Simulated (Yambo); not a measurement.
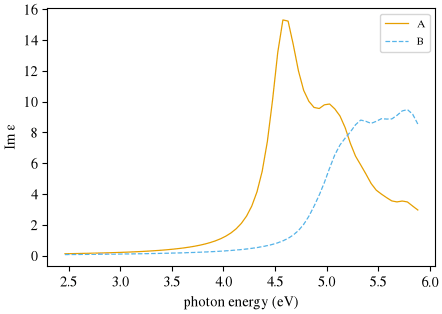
*Two computed absorption spectra of PbBrF (space group P4/nmm, No. 129) (Yambo, PBEsol bands with the same scissor, field along x)*

Axes are Cartesian, with cell vectors (Å) (4.19, 0.00, 0.00), (0.00, 4.19, 0.00), (0.00, 0.00, 7.66).

Question: Which curve includes the electron-hole attraction (BSE)?

Answer: Curve A: the attraction moves weight to lower energy (centre of the plotted range 4.8 eV against 5.3 eV). Settings: 6×6×4 mesh, 6 valence and 2 conduction bands, static screening with 77 bands and a 3 Ry block, scissor 1.26 eV, Tamm-Dancoff. The scissor comes from a G0W0 run whose convergence isn't established. Broadening 0.15 eV. The band window holds all transitions up to 5.9 eV. On this mesh the peak heights and the fine structure are mesh artefacts; only the shift of weight is robust.

The standard potential for Pb keeps a d shell in the valence without the s and p states of that shell. In tests on such compounds this moved G0W0 gaps by up to about 0.9 eV, so absolute quasiparticle energies here are unreliable; differences between settings are what counts.

Spin-orbit coupling is not included.

Geometry of the Materials Project entry, not relaxed at this level; primitive cell a = 4.185 Å, b = 4.185 Å, c = 7.662 Å, α = 90.00°, β = 90.00°, γ = 90.00°.
